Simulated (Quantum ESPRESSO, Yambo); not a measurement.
# A GW chain in Yambo: ZrSe2 (1T monolayer), part 2 of 2

Wanted: ground state, empty states, screening and self-energy for ZrSe2 (1T monolayer).

Quantum ESPRESSO 7.5 and Yambo 5.3.0; PBE and many-body steps on it, plane waves. Known limits of the many-body steps: not at the basis limit; no spin-orbit coupling.

So far. Step 2 (Ground state): The gap is indirect, with the least direct gap 0.58 eV higher. Step 3 (Empty states on the mesh, 6×6×1 mesh, 124 bands): On this mesh the gap is 0.530 eV.

## (4) Conversion and set-up

This step: Yambo 5.3.0; conversion and set-up on PBE, plane waves, norm-conserving pseudopotentials.

The states are converted to the many-body program's format and the q mesh is built.

The run is started by

```sh
$ (cd o/x.save; p2y > p2y.log; mv SAVE ../..); yambo > setup.log
```

Output:

```text
 Yambo, version 5.3.0

 [02] CORE Variables Setup
 =========================

  [02.01] Unit cells
  ==================

  Cell kind             :  HCP
  Atoms in the cell     :  Zr  Se
  number of Zr atoms    :  1
  number of Se atoms    :  2

  List of atomic masses
  Mass of Zr    :  91.22400
  Mass of Se    :  78.97100

  List of atomic coordinates    : [cc]
  Zr1       :   0.00000   0.00000  15.11781  order 1
  Se1       : -0.61179E-09   4.1549       18.097      order 2
  Se2       :   3.59826   2.07746  12.13843  order 3

  Alat factors          :   7.19652   6.23237  30.23562 [a.u.]
  Direct lattice volume :   1356.11    [a.u.]
  Direct lattice vectors:  A[ 1 ]  A[ 2 ]  A[ 3 ]
   A[ 1 ]:   1.0000      0.60642E-10   0.0000      [iru]
    7.1965      0.37795E-09   0.0000      [cc]
   A[ 2 ]: -0.500000  1.000000  0.000000  [iru]
  -3.598258  6.232365  0.000000  [cc]
   A[ 3 ]:  0.000000  0.000000  1.000000  [iru]
    0.00000   0.00000  30.23562  [cc]

  Recip. lattice volume :  0.182913 [a.u.]
  Recip. lattice vectors:  B[ 1 ]  B[ 2 ]  B[ 3 ]
   B[ 1 ]:  1.000000  0.500000  0.000000  [iku]
   0.873087  0.504077 -0.000000  [cc]
   B[ 2 ]: -0.60642E-10   1.0000       0.0000      [iku]
  -0.52946E-10   1.0082       0.0000      [cc]
   B[ 3 ]:  0.000000  0.000000  1.000000  [iku]
   0.000000 -0.000000  0.207807  [cc]

  [02.02] Symmetries
  ==================

  Inversion symmetry    : yes
  Spatial inversion     : yes
  Inversion index       :   7
  K-space Time-reversal : no
  Magnetic symmetries   : no
  Group table correct   : yes
  Symmetries units      :  [cc]

   [S  1]:   1.0000     -0.11714E-26   0.0000      0.66830E-16   1.0000       0.0000       0.0000       0.0000       1.0000
   [S  2]:   1.0000      0.10504E-09   0.0000      0.12128E-09  -1.0000       0.0000       0.0000       0.0000      -1.0000
   [S  3]: -0.500000  0.866025  0.000000 -0.866025 -0.500000  0.000000  0.000000  0.000000  1.000000
[...]
[S 11]:  0.500000  0.866025  0.000000  0.866025 -0.500000  0.000000  0.000000  0.000000  1.000000
   [S 12]:  0.500000 -0.866025  0.000000 -0.866025 -0.500000  0.000000  0.000000  0.000000  1.000000

  [02.03] Reciprocal space
  ========================

  nG shells         :   8517
  nG charge         :  194387
  nG WFs            :  28469
  nC WFs            :  24348
  G-vecs. in first 80 shells:  [ Number ]
     1    3    5    7    9   15   27   29   41
    53   55   67   79   81   93   95  101  113
   125  137  149  151  163  175  181  193  205
[...]
787   811   823   835   837   849   861   885
  ...
  Shell energy in first 80 shells:  [ mHa ]
[...]
4137.19      4157.23      4191.95      4232.02      4334.62      4573.69      4595.28      4615.32      4633.80
    4645.38      4660.05      4740.21      4768.01      4858.19      4919.16      4939.20      5113.49      5141.99
[...]
K/Q-points units:
  rlu = crystal or reduced units; cc = cartesian coordinates; iku = interal k-units

  K [1]          [rlu]:  0.000000  0.000000  0.000000
         WF components:  24297
  K [2]          [rlu]:  0.13522E-26  0.16667       0.0000
         WF components:  24348
  K [3]          [rlu]: -0.39739E-26  0.33333       0.0000
         WF components:  24272
  K [4]          [rlu]: -0.56721E-26 -0.50000       0.0000
         WF components:  24312
  K [5]          [rlu]:  0.166667  0.166667  0.000000
         WF components:  24300
  K [6]          [rlu]:  0.166667  0.333333  0.000000
         WF components:  24254
  K [7]          [rlu]:  0.333333  0.333333  0.000000
         WF components:  24216

  [02.05] Energies & Occupations
  ==============================

  [X] === General ===
  [X] Electronic Temperature                        :  0.000000  0.000000 [eV K]
  [X] Bosonic    Temperature                        :  0.000000  0.000000 [eV K]
  [X] Finite Temperature mode                       : no
  [X] El. density                                   :  0.29858E+24 [cm-3]
  [X] Fermi Level                                   :  0.171324 [eV]

  [X] === Gaps and Widths ===
  [X] Conduction Band Min                           :  0.529598 [eV]
  [X] Valence Band Max                              :  0.000000 [eV]
  [X] Filled Bands                                  :  30
  [X] Empty Bands                                   :   31  124
  [X] Direct Gap                                    :  1.128932 [eV]
  [X] Direct Gap localized at k                     :  1
  [X] Indirect Gap                                  :  0.529598 [eV]
  [X] Indirect Gap between kpts                     :   1   4
  [X] Last valence band width                       :  1.924907 [eV]
  [X] 1st conduction band width                     :  1.311309 [eV]

  E @ K [1]:  [eV]
  -207.1328 -207.1328 -146.6161 -146.6161 -146.6161 -146.6161 -146.6115 -146.6115
[...]
occ @ K [1]
[...]
E @ K [2]:  [eV]
[...]
occ @ K [2]
[...]
E @ K [3]:  [eV]
[...]
occ @ K [3]
[...]
E @ K [4]:  [eV]
[...]
occ @ K [4]
[...]
E @ K [5]:  [eV]
[...]
occ @ K [5]
[...]
E @ K [6]:  [eV]
[...]
occ @ K [6]
[...]
E @ K [7]:  [eV]
[...]
occ @ K [7]
[...]
0.000000  0.000000  0.000000  0.000000  0.000000  0.000000  0.000000  0.000000
   0.000000  0.000000  0.000000  0.000000  0.000000  0.000000  0.000000  0.000000

 [03] Transferred momenta grid and indexing
 ==========================================

 IBZ Q-points                                      :   7
 BZ  Q-points                                      :   36

 K/Q-points units:
 rlu = crystal or reduced units; cc = cartesian coordinates; iku = interal k-units

 Q [1]          [rlu]:  0.000000  0.000000  0.000000
 Q [2]          [rlu]:  0.12861E-16  0.16667       0.0000
 Q [3]          [rlu]:  0.25723E-16  0.33333       0.0000
 Q [4]          [rlu]: -0.38584E-16 -0.50000       0.0000
 Q [5]          [rlu]:  0.166667  0.166667  0.000000
 Q [6]          [rlu]:  0.166667  0.333333  0.000000
 Q [7]          [rlu]:  0.333333  0.333333  0.000000

  [03.01] X indexes
  =================

   [03.01.01] Sigma indexes
   ========================

 [06] Game Over & Game summary
```

Run time: 7.2 s. Hardware: 1 MPI rank of AMD EPYC 7R43, shared host; peak memory 0.27 GiB.

## (5) Screening and self-energy, 6×6×1 mesh, 124 bands, screening to 108.8 eV

G0W0 replaces the xc potential by the self-energy, built once from these orbitals. Only a window of levels is corrected, while the sums run over the empty bands that the input names.

This step: G0W0 on PBE, plane waves, norm-conserving pseudopotentials.

Input file gw1.in:

```
HF_and_locXC
gw0
dyson
ppa
em1d
rim_cut
rim_w
RandQpts= 3000000
RandGvec= 100 RL
CUTGeo= "slab z"
RandGvecW= 9 RL
EXXRLvcs= 104 Ry
VXCRLvcs= 416 Ry
Chimod= "HARTREE"
% BndsRnXp
 1 | 124 |
%
NGsBlkXp= 8 Ry
% LongDrXp
 1 | 1 | 0 |
%
% GbndRnge
 1 | 124 |
%
DysSolver= "n"
ExtendOut
PPAPntXp= 27.21138 eV
% QPkrange
 1 | 1 | 29 | 32 |
 4 | 4 | 29 | 32 |
%
```

The run is started by

```sh
$ OMP_NUM_THREADS=2 mpirun -n 4 yambo -F gw1.in -J gw1 -C gw1 > gw1.log
```

Output:

```text
 Yambo, version 5.3.0

 [02] CORE Variables Setup
 =========================

  [... cell, symmetries and grids as in the set-up ...]

  [02.05] Energies & Occupations
  ==============================

  [X] === General ===
  [X] Electronic Temperature                        :  0.000000  0.000000 [eV K]
  [X] Bosonic    Temperature                        :  0.000000  0.000000 [eV K]
  [X] Finite Temperature mode                       : no
  [X] El. density                                   :  0.29858E+24 [cm-3]
  [X] Fermi Level                                   :  0.171324 [eV]

  [X] === Gaps and Widths ===
  [X] Conduction Band Min                           :  0.529598 [eV]
  [X] Valence Band Max                              :  0.000000 [eV]
  [X] Filled Bands                                  :  30
  [X] Empty Bands                                   :   31  124
  [X] Direct Gap                                    :  1.128932 [eV]
  [X] Direct Gap localized at k                     :  1
  [X] Indirect Gap                                  :  0.529598 [eV]
  [X] Indirect Gap between kpts                     :   1   4
  [X] Last valence band width                       :  1.924907 [eV]
  [X] 1st conduction band width                     :  1.311309 [eV]

 [03] Transferred momenta grid and indexing
 ==========================================

 IBZ Q-points                                      :   7
 BZ  Q-points                                      :   36

 K/Q-points units:
 rlu = crystal or reduced units; cc = cartesian coordinates; iku = interal k-units

 Q [1]          [rlu]:  0.000000  0.000000  0.000000
 Q [2]          [rlu]:  0.12861E-16  0.16667       0.0000
 Q [3]          [rlu]:  0.25723E-16  0.33333       0.0000
 Q [4]          [rlu]: -0.38584E-16 -0.50000       0.0000
 Q [5]          [rlu]:  0.166667  0.166667  0.000000
 Q [6]          [rlu]:  0.166667  0.333333  0.000000
 Q [7]          [rlu]:  0.333333  0.333333  0.000000

 [04] Coloumb potential Random Integration (RIM)
 ===============================================

 Performing RIM of v_slab

  [04.01] RIM initialization
  ==========================

  * Diagonal components only detected *

  8 x (sBL volume)        :  0.040647 [a.u.]
  sBZ random points       :  3000000
  Points outside the sBZ  :  24000829
  RL volume               :  0.182913 [a.u.]
  Integrated volume       :  0.182907 [a.u.]

  [04.02] RIM integrals
  =====================

  Gamma point sphere radius             :  0.039453 [a.u.]
  Points outside the sphere             :  2398884
  [Int_sBZ(q=0) 1/q^2]*(Vol_sBZ)^(-1/3) =:  7.536990
                                 should be <:  7.795600

  Summary of Coulomb integrals for non-metallic bands |Q|[au] RIM/Bare

  Q [1] 0.100000E-4 0.966826 * Q [2] 0.168026 1.021051
  Q [5] 0.291029 1.030874 * Q [3] 0.336051 1.027353
  Q [6] 0.444554 1.018655 * Q [4] 0.504077 1.015088
  Q [7] 0.582058 1.011472
  Non-periodic chartesian directions : none
  Optical renormalization            :  30.23562 [au]
  Polarizability dimension           : length

 [05] Coloumb potential CutOffslab
 =================================

 Cut directionsZ
 Slab Cutoff:Z
 Symmetry test passed : yes

 [06] Dipoles
 ============

  [06.01] Setup: observables and procedures
  =========================================

  [WARNING] [x,Vnl] slows the Dipoles computation. To neglect it rename the ns.kb_pp file

 [07] Dynamic Dielectric Matrix (PPA)
 ====================================

 [WR./gw1//ndb.pp]---------------------------------------------------------------
  Brillouin Zone Q/K grids (IBZ/BZ)                :    7   36    7   36
  RL vectors                                       :  28483 [WF]
  Coulomb cutoff potential                         : slab z
  Electronic Temperature                           :  0.000000 [K]
  Bosonic    Temperature                           :  0.000000 [K]
  PPA    diel. fun.  energies                      : Perdew, Burke & Ernzerhof(X)+Perdew, Burke & Ernzerhof(C)
  wavefunctions                                    : Perdew, Burke & Ernzerhof(X)+Perdew, Burke & Ernzerhof(C)
  Global Gauge                                     : length
  X matrix size                                    :   549
  X band range                                     :    1  124
  X e/h energy range                               : -1.000000 -1.000000 [eV]
  X Time ordering                                  : R
  X Hxc Kernel                                     : HARTREE
  X Drude frequency                                :  0.000000  0.000000
  X poles                                          :  100.0000 [o/o]
  RL vectors in the sum                            :  28483
  [r,Vnl] included                                 : yes
  Field direction                                  :  0.707107E-5  0.707107E-5   0.00000
  BZ energy Double Grid                            : no
  BZ energy DbGd points                            : 0
  BZ Q point size factor                           : -1.000000
  X Optical Averaged directions                    : none

 [08] Local Exchange-Correlation + Non-Local Fock
 ================================================

 [VXC] Plane waves :  194387
 [EXS] Plane waves :  24321

 QP @ state[ 1 ] K range:  1  1
 QP @ state[ 1 ] b range:   29   32
 QP @ state[ 2 ] K range:   4   4
 QP @ state[ 2 ] b range:   29   32

 [xc] Functional : Perdew, Burke & Ernzerhof(X)+Perdew, Burke & Ernzerhof(C)
 [xc] LIBXC used to calculate xc functional
  PP Number of Atomic Species                      :  2
  NLCC RL compoments                               :  194387
  PP Number of Atomic Species                      :  2
  NLCC RL compoments                               :  194387

 [xc] E_xc :  -56.40697 [Ha]
      E_xc :  -112.8139 [Ry]

  Local XC kind (lXC) : Perdew, Burke & Ernzerhof(X)+Perdew, Burke & Ernzerhof(C)
  Non-Local XC kind (nlXC) : Hartree-Fock

  Corrections @ K [1] :  [eV]
 <29|nlXC|29> = -16.42385  0.25000E-18 <29|lXC|29> = -14.68465  0.000000
 <30|nlXC|30> = -16.42391  0.97122E-18 <30|lXC|30> = -14.68466  0.000000
 <31|nlXC|31> = -8.699764  0.22830E-17 <31|lXC|31> = -13.95999 -0.23602E-16
 <32|nlXC|32> = -8.699778 -0.30537E-17 <32|lXC|32> = -13.96001  0.000000

  Corrections @ K [4] :  [eV]
 <29|nlXC|29> = -16.02240 -0.42564E-17 <29|lXC|29> = -13.31444  0.000000
 <30|nlXC|30> = -16.35358  0.13577E-16 <30|lXC|30> = -13.97028  0.000000
 <31|nlXC|31> = -8.664409 -0.24939E-17 <31|lXC|31> = -13.12646  0.000000
 <32|nlXC|32> = -8.625415  0.15652E-18 <32|lXC|32> = -15.14308  0.94408E-16

 [09] Dyson equation: Newton solver
 ==================================

  [09.01] RIM-W interpolation
  ===========================

  [WARNING] RIM-W works only for 2D semiconductors with slab cutoff
  Found compatible q grid: 2D
  q_min[ 1 ]:  0.16667      0.53632E-12   0.0000     [rlu]
   0.166667  0.083333  0.000000 [iku]
  q_min[ 2 ]:  0.12861E-16  0.16667       0.0000     [rlu]
  -0.10107E-10  0.16667       0.0000     [iku]
  G-vectors :   9
  G-vectors loaded:   63
  Number of interpolated frequencies:  2

  Evaluating coefficients q = 0
  Evaluating coefficients q = 0

  [09.02] RIM-W integrals
  =======================

  8 x (sBL volume)        :  0.040647 [a.u.]
  sBZ random points       :  3000000
  Points outside the sBZ  :  24000829
  RL volume               :  0.182913 [a.u.]
  Integrated volume       :  0.182907 [a.u.]

  [09.03] RIM integrals
  =====================

  Comparison between head Wc = W - v averages: < Wc > [au] RIM-W/RIM

   < -Wc [Q = 1] > 0.395268E-1 0.767427E-4 * < -Wc [Q = 2] > 0.005158 0.004982
   < -Wc [Q = 3] > 0.941796E-3 0.923164E-3 * < -Wc [Q = 4] > 0.323038E-3 0.319714E-3
   < -Wc [Q = 5] > 0.001369 0.001337 * < -Wc [Q = 6] > 0.454279E-3 0.449119E-3
   < -Wc [Q = 7] > 0.218715E-3 0.217211E-3

  Comparison between head Wc = W - v averages: < Wc > [au] RIM-W/RIM

   < -Wc [G = 1,G`=0] > 0.395268E-1 0.767427E-4 * < -Wc [G = 2,G`=0] >-0.002048 0.000000
   < -Wc [G = 3,G`=0] >-0.002048 0.000000 * < -Wc [G = 4,G`=0] > 0.116794E-4  0.00000
   < -Wc [G = 5,G`=0] > 0.116978E-4  0.00000 * < -Wc [G = 6,G`=0] > 0.139173E-3  0.00000
   < -Wc [G = 7,G`=0] > 0.139138E-3  0.00000 * < -Wc [G = 8,G`=0] >-0.281886E-4  0.00000
   < -Wc [G = 9,G`=0] >-0.281831E-4  0.00000

 [10] G0W0 (W PPA)
 =================

 [  GW  ] Bands range     :    1  124
 [GW/PPA] G damping       :  0.100000 [eV]

 QP @ state[ 1 ] K range:  1  1
 QP @ state[ 1 ] b range:   29   32
 QP @ state[ 2 ] K range:   4   4
 QP @ state[ 2 ] b range:   29   32

  Sc/G bands                                       :    1  124
  Sc/G damping                                     :  0.100000 ev
  Sc bands terminator                              : no
  Sx RL components                                 :  24321

  QP @ state[ 1 ] K range                          :  1  1
  QP @ state[ 1 ] b range                          :   29   32
  QP @ state[ 2 ] K range                          :   4   4
  QP @ state[ 2 ] b range                          :   29   32
  GF energies kind                                 : Perdew, Burke & Ernzerhof(X)+Perdew, Burke & Ernzerhof(C)
  GF WF`s kind                                     : Perdew, Burke & Ernzerhof(X)+Perdew, Burke & Ernzerhof(C)
  Xs energies kind                                 : Perdew, Burke & Ernzerhof(X)+Perdew, Burke & Ernzerhof(C)
  Xs WF`s kind                                     : Perdew, Burke & Ernzerhof(X)+Perdew, Burke & Ernzerhof(C)

 [14] Game Over & Game summary
```

Wall time 9.7 min (4 MPI ranks); peak memory 5.7 GiB; 61 min of CPU time.

Numbers from this step:

```
G0W0 gap on the points computed              : 1.504 eV
starting gap on the mesh                     : 0.5296 eV
k of the valence top                         : 0, 0, 0
k of the conduction bottom                   : 0, -0.5, 0
least direct G0W0 gap on the computed points : 2.265 eV
Z at the valence top                         : 0.7311
Z at the conduction bottom                   : 0.7264
```

The gap on the mesh goes from 0.53 eV to 1.50 eV, a correction of +0.97 eV. The start differs from the 0.55 eV found before because the two sample other k points.

Limits: finite bands, cutoff and mesh; no spin-orbit coupling. v1 is the top filled band, c1 the lowest empty one. Levels before and after the correction, in eV, zero at the valence-band top of each column:

```tsv
	conduction bottom	valence top
Kohn-Sham	0.53	0.00
G0W0	1.50	0.00
```

```tsv
	level	energy (eV)
Kohn-Sham	Γ v2-v1	0.000
Kohn-Sham	Γ c1-c2	1.129
Kohn-Sham	(0 -0.5 0) v2	-1.453
Kohn-Sham	(0 -0.5 0) v1	-1.047
Kohn-Sham	(0 -0.5 0) c1	0.530
Kohn-Sham	(0 -0.5 0) c2	2.573
G0W0	Γ v2-v1	0.000
G0W0	Γ c1-c2	2.265
G0W0	(0 -0.5 0) v2	-1.706
G0W0	(0 -0.5 0) v1	-1.203
G0W0	(0 -0.5 0) c1	1.504
G0W0	(0 -0.5 0) c2	3.906
```

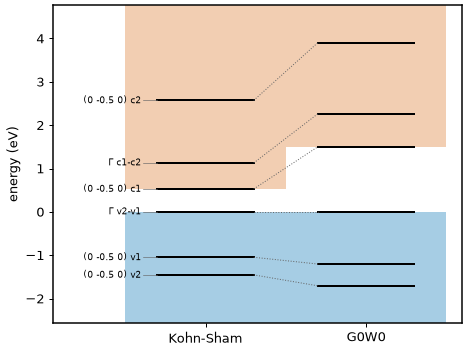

Levels before and after the correction. Shaded: valence and conduction bands.

## (6) Where the time went

Times are wall times on the hardware named with each run, good to a factor of about two.

```tsv
step	time	share	memory (GiB)
ground state	75 s	11 %	1.8
empty states on the mesh	37 s	5 %	1.6
conversion and set-up	7.2 s	1 %	0.27
screening and self-energy	9.7 min	83 %	5.7
```

## (7) Results

```json
{"PBE gap": "0.55 eV, indirect", "G0W0 gap on the mesh": "1.50 eV", "GW settings": "6×6×1 mesh, 124 bands, screening to 108.8 eV, Godby-Needs plasmon pole", "known limits": "not at the basis limit; no spin-orbit coupling"}
```

**Reading.** G0W0 moves the gap on the mesh from 0.53 eV to 1.50 eV (+0.97 eV), with Z of 0.73 and 0.73 at the edges. Only 2 of the mesh's irreducible points were corrected, so a valley elsewhere could overtake. The dearest step here is «screening and self-energy». Bands and cutoff are finite, so the gap is not at the basis limit. The miss can reach some tenths of an eV and take either sign; the mesh is an error of its own. In the G0W0 run levels were corrected at 2 k points alone, so a gap called «on the mesh» is the least over those, and an edge elsewhere would be missed. The many-body steps are scalar-relativistic: spin-orbit coupling is not in them.

[Paths, hosts, dates, memory and timing lines, banners, echoed tables and standing remarks are left out of the program output.]

[Logs are printed without paths, hosts, clocks, repeated set-up lines and the standing remarks that a program may print on its own settings, such as how far it seeks lower states.]

[Runs of the session that timed out or met a known fault of the program may be left out.]

[Hosts, paths, dates, database ids (printed as entryN), source tags and the programs' standing remarks are cut or masked in the printed files.]
